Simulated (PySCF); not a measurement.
**SnC (charge +1, quartet): density, localisation and related maps**

```xyz
2

Sn    0.0000    0.0000   -0.1933
C     0.0000    0.0000    1.9317
```

The calculation used PBE0/x2c-SVPall, spin-free X2C-1e, Gaussian nucleus, at a bond length of 2.125 Å (PySCF).

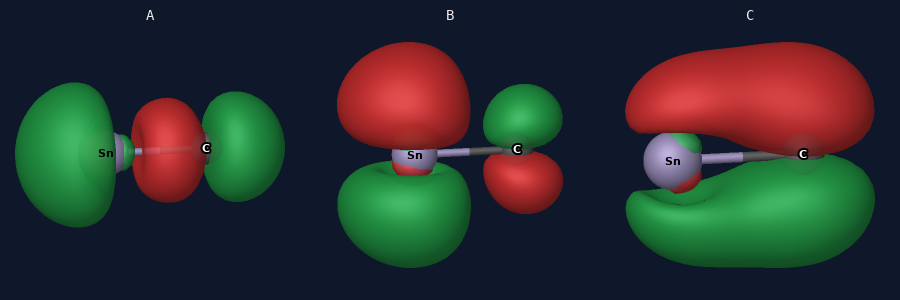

Figure 1. Three frontier α-spin orbitals, each drawn at the value that holds 80 % of its norm (green and red are the two phases), in no order; of a degenerate pair one member is drawn.

Name the orbitals and rank them from lowest to highest energy.

Orbital A: σ, occupied in this spin, −14.04 eV; shared between the atoms (Sn 45 %, C 55 %).
Orbital C: π, occupied in this spin, −13.84 eV; mainly on C (75 %).
Orbital B: π, empty in this spin, −8.89 eV; mainly on Sn (80 %).

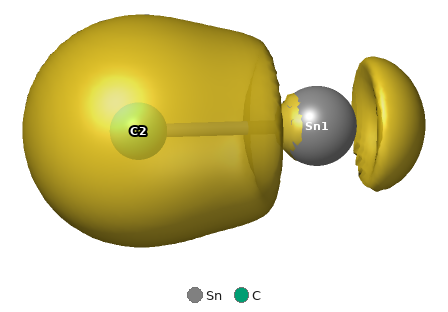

Figure 2. Isosurface of the spin density (α minus β) at +0.04 e/Å³ (yellow), seen from one side.

Where is the unpaired spin?

The unpaired spin (3 electrons) lies mostly on C2 (about 2.2) and Sn1 (about 0.8), in electrons by Hirshfeld's partition.

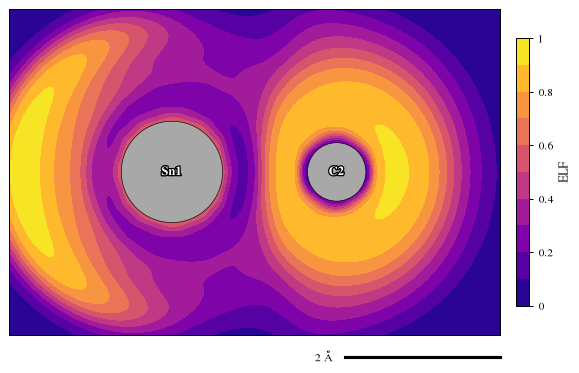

Figure 3. ELF on a plane that holds the molecular axis. Grey discs cover the atomic cores.

What do the fields say about this system?

- The plane passes through Sn and C nuclei.
- C–Sn (2.12 Å): the ELF peaks at about 0.85 in the valence shell of C, 0.6 Å from its nucleus, and drops to about 0.15 between the two atoms.
- The ELF also peaks beside C2, away from the bonds: non-bonding electrons, paired or unpaired.
